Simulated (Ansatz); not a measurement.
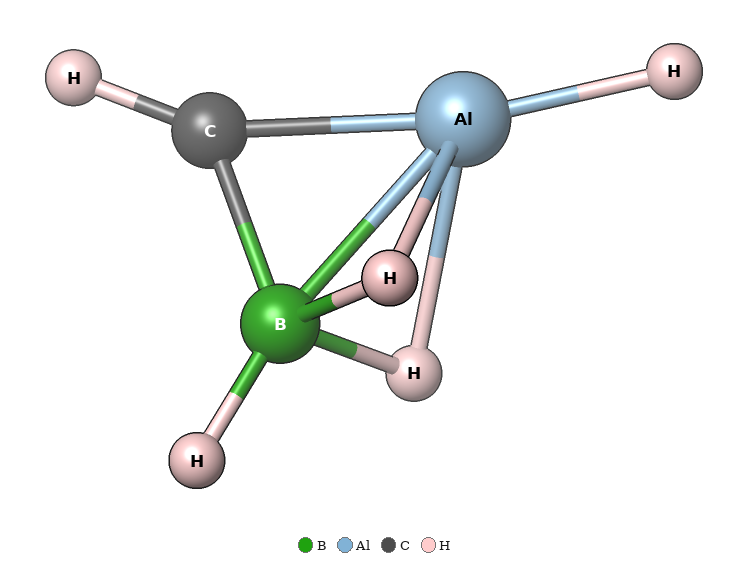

Atoms fade into the background with distance from the viewer. State: neutral, doublet. The computed structure is the end point of a PBE-D4/def2-SVP optimisation. No frequency run is at hand to confirm it as a minimum.

**List the symmetry elements and name the point group.**

It has 1 mirror plane, so the point group is Cs. The group has 2 operations. The geometry is achiral, and symmetry allows a dipole moment.
